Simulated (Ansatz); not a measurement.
**Pressure series in CrCuO2**

Base system: CrCuO₂ (space group R-3m, No. 166; ferromagnetic).

```
CrCuO2
1.0
    1.50635     0.86969     5.70392
   -1.50635     0.86969     5.70392
    0.00000    -1.73938     5.70392
Cu Cr O
1 1 2
Cartesian
  0.00000   0.00000   0.00000
  0.00000   0.00000   8.55587
  0.00000   0.00000   1.85556
  0.00000   0.00000  15.25619
```

Cell and atoms are relaxed at each pressure.

The values are results of Ansatz (a quantum-chemistry and plane-wave program) PBE, no spin-orbit coupling, not measurements.

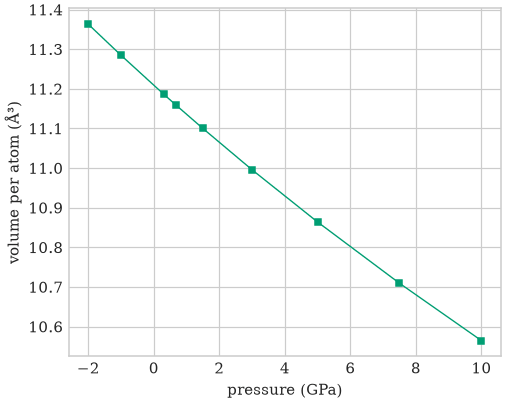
Figure. Volume against pressure

Estimate the zero-pressure bulk modulus from the plot.

About 150 GPa; a third-order Birch–Murnaghan fit to the points gives V₀ = 11.21 Å³/atom, B₀ = 150 GPa and B₀′ = 3.9.

Load acts through the strain it causes; cell and atoms are relaxed under it. No phonon test of stability was made. No other phases were tried under pressure. No Hubbard U is applied and the magnetic state is the run's own (CrCuO2 ferromagnetic); other magnetic orders, which need larger cells, were not tried and can change the gap.
